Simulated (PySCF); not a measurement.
**Atomic calculation for Pd⁷⁺**

Pd⁷⁺, configuration 1s2 2s2 2p6 3s2 3p6 3d10 4s2 4p6 4d3, multiplicity 4. Computed at this level: unrestricted TPSS, aug-cc-pVDZ-PP with ECP28, scalar-relativistic core potential (PySCF).

The input:
```python
from pyscf import gto, scf, dft, mp, cc
import basis_set_exchange as bse
txt = bse.get_basis("aug-cc-pVDZ-PP", elements=["Pd"], fmt="nwchem", header=False)
cut = txt.index("\nECP")
mol = gto.M(atom="Pd 0 0 0", charge=7, spin=3, symmetry="D2h",
            basis=gto.basis.parse(txt[:cut]),
            ecp={"Pd": gto.basis.parse_ecp(txt[cut:])})
mf = dft.UKS(mol, xc="TPSS")
mf.irrep_nelec = {'Ag': (1, 1), 'B1g': (1, 0), 'B2g': (1, 0), 'B3g': (1, 0), 'B1u': (1, 1), 'B2u': (1, 1), 'B3u': (1, 1)}
mf.kernel()
```

The script is an equivalent of what the driver set up; the driver started from orbitals of its own, so the log can be shorter than this script's would be, and it computed the properties (radii, ⟨L²⟩, response) afterwards. It held the occupations shell by shell, which the script's counts by irreducible representation don't always enforce.

The run was one of a batch that the task file lists, launched with:
```bash
OMP_NUM_THREADS=1 python <driver script> TASK.json OUT
```

Log (extracts):
```
damping factor = 0
level_shift factor = 0
DIIS = <class 'pyscf.scf.diis.CDIIS'>
diis_start_cycle = 1
diis_space = 10
diis_damp = 0
SCF conv_tol = 1e-09
SCF conv_tol_grad = None
number electrons alpha = 7  beta = 4
XC functionals = TPSS
    J. Tao, J. P. Perdew, V. N. Staroverov, and G. E. Scuseria.,  Phys. Rev. Lett. 91, 146401 (2003)
    J. P. Perdew, J. Tao, V. N. Staroverov, and G. E. Scuseria.,  J. Chem. Phys. 120, 6898 (2004)
    J. Tao, J. P. Perdew, V. N. Staroverov, and G. E. Scuseria.,  Phys. Rev. Lett. 91, 146401 (2003)
    J. P. Perdew, J. Tao, V. N. Staroverov, and G. E. Scuseria.,  J. Chem. Phys. 120, 6898 (2004)
cycle= 1 E= -114.269979912245  delta_E= -0.00161  |g|= 0.00563  |ddm|= 0.105
cycle= 2 E= -114.26998727436  delta_E= -7.36e-06  |g|= 0.00108  |ddm|= 0.00949
cycle= 3 E= -114.269987544885  delta_E= -2.71e-07  |g|= 7.37e-05  |ddm|= 0.00205
cycle= 4 E= -114.269987546174  delta_E= -1.29e-09  |g|= 1.8e-07  |ddm|= 0.000118
cycle= 5 E= -114.269987546173  delta_E= 1.42e-13  |g|= 5.16e-09  |ddm|= 2.95e-07
converged SCF energy = -114.269987546173  <S^2> = 3.7505133  2S+1 = 4.0002567
```

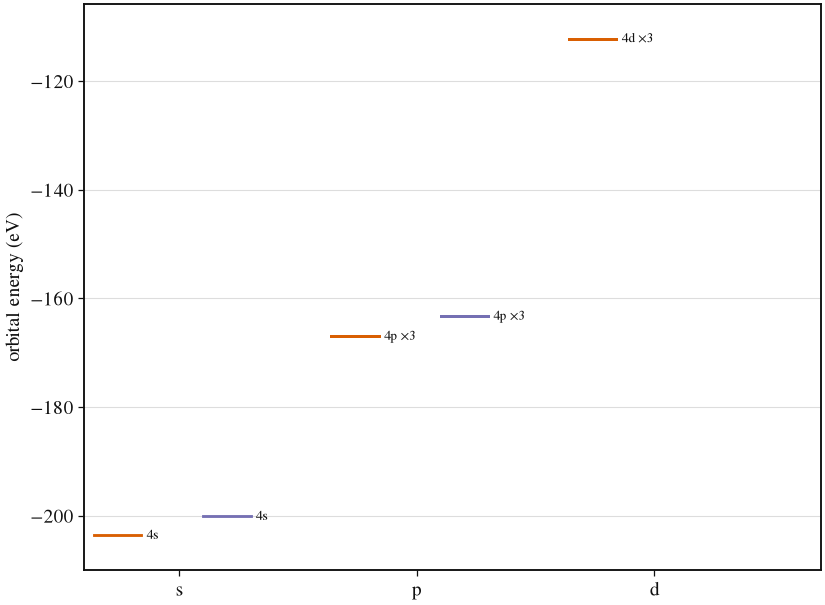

**Figure 1.** Orbital energies of the mean field, from the top down to −203.7 eV, by angular momentum, α spin at the left of each column and β at the right; ×n counts the orbitals under one label. The highest filled orbital is 4d α at −112.2 eV, the lowest empty one d α at −110.5 eV.

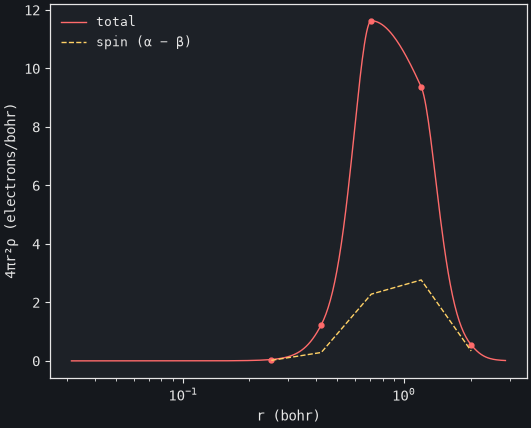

**Figure 2.** Spherically averaged radial density 4πr²ρ of the mean field (valence electrons alone, under a core potential) and its spin part; markers are the stored points, which are sparse, and the line is a monotone interpolation between them. The largest stored value is 11.6 electrons/bohr at r = 0.71 bohr. Root-mean-square radii of the shells: 4s 0.986, 4p 1.05, 4d 1.21 bohr.

Outcome:

- outcome: converged
- total energy (valence electrons, under a core potential): −114.269988 hartree
- ⟨S²⟩: 3.751
- ⟨L²⟩: 12.01
- SCF iterations: 5
- hardware: 1 thread of Arm Neoverse V1, 23 GiB of memory available, shared host
- wall time: 1.3 s

What is odd here:

This input holds a deliberate oddity: basis of the neutral atom used for a highly charged ion. The program ran to the end. Its numbers are those of this setting; this run alone doesn't show how far the oddity moves them.
